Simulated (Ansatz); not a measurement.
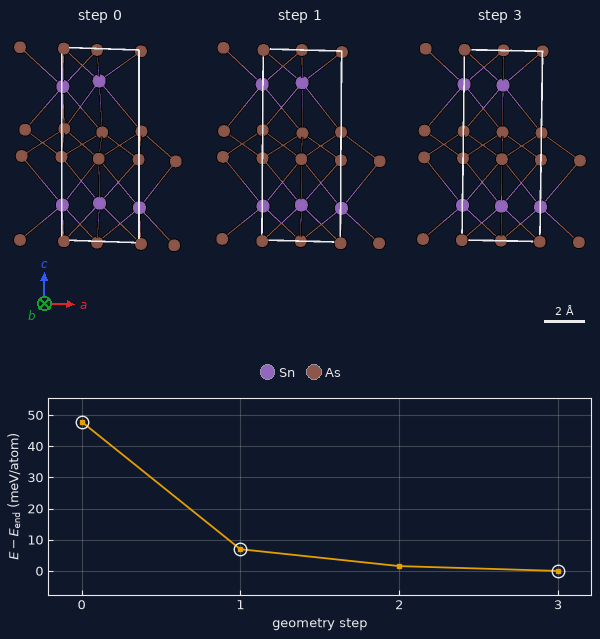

Frames of a relaxation of solid Sn$_{2}$As$_{3}$ (a generated structure, set up in P1) (coarse preliminary run), marked on the history of the run. A ball-and-stick model of the cell of the calculation, seen along the b axis.

The calculation used DFT PBE, scalar-relativistic, plane waves, PAW in Ansatz.

Input file:
```yaml
crystal:
  lattice:
    - [1.9533537448, -3.3991710882, 0.068917467]
    - [-5.6321121003, -3.2675645942, 0.1211331601]
    - [0.0648827429, 0.2352284354, -9.7997547121]
  atoms:
    - { symbol: Sn, position: [0.0053796781, 0.6781300153, 0.181520935] }
    - { symbol: Sn, position: [0.4891598688, 0.1528147042, 0.1978380376] }
    - { symbol: Sn, position: [0.4841716207, 0.8221952911, 0.8325786481] }
    - { symbol: Sn, position: [0.0114839836, 0.3508285004, 0.7969142952] }
    - { symbol: As, position: [0.0320452689, 0.6564410596, 0.5780209229] }
    - { symbol: As, position: [0.5230772631, 0.156554556, 0.56585373] }
    - { symbol: As, position: [0.4776120517, 0.8431587811, 0.4288240552] }
    - { symbol: As, position: [-0.0054559066, 0.3256759466, 0.431696235] }
    - { symbol: As, position: [0.4566061342, 0.4868049853, 0.9928297397] }
    - { symbol: As, position: [1.0259200377, 0.0273961604, 0.9939234013] }
basis:
  ecutwfc: 420
kpoints:
  mp_grid: { grid: [6, 4, 2] }
hamiltonian:
  xc: pbe
scf:
  occupations: { method: gaussian, width: 0.2 }
  lower_state_search: "off"
output:
  forces: true
  stress: true
  eigenvalues: true
relax:
  adjacent_minimum: "off"
  f_tol: 0.025
  max_steps: 60
  cell: { stress_tol: 0.25 }
```

Launched with:
```bash
ansatz run input.yaml --threads 1 --pin off --max-ram 2560MiB --backend cpu --events-out ev --progress --plain --runs-dir out
```

### What happens along the run?

The run was cut off at its time limit before the program reported convergence, but its last step already meets the force threshold: the largest component is 0.011 eV/Å against 0.025 eV/Å. The pressure is within 0.03 GPa of its target. The atom that moves furthest relative to the cell is Sn4 (0.25 Å along [−1 −2 2]). Largest moves by element: Sn 0.25 Å, As 0.21 Å. Cell: a 3.921 → 3.963 Å (+1.1 %), b 6.512 → 6.653 Å (+2.2 %), c 9.803 → 9.683 Å (−1.2 %), β 92.0° → 90.4°, γ 89.7° → 89.6°. Volume +2.0 %. Among the contacts that change: Sn4–As5 2.983 → 3.336 Å, Sn2–As7 3.088 → 3.360 Å, As5–As7 2.868 → 2.642 Å, Sn3–As5 3.488 → 3.272 Å. Bond angles that change, for instance: Sn2–As10–Sn3 165.0° → 179.6°, Sn2–As10–Sn3 166.3° → 179.6°, As9–Sn2–As10 73.1° → 85.3°. The space group stays P1 (No. 1). Over 3 geometry steps the energy falls by 47.9 meV per atom. The largest force component goes from 1.3 to 0.011 eV/Å. Pressure: 1.44 GPa at the start and −0.03 GPa at the end. From step 0 to 1: Sn4 moves most (0.19 Å), volume +2.2 %, energy −40.9 meV per atom. From step 1 to 3: Sn2 moves most (0.15 Å), volume −0.2 %, energy −7.0 meV per atom.
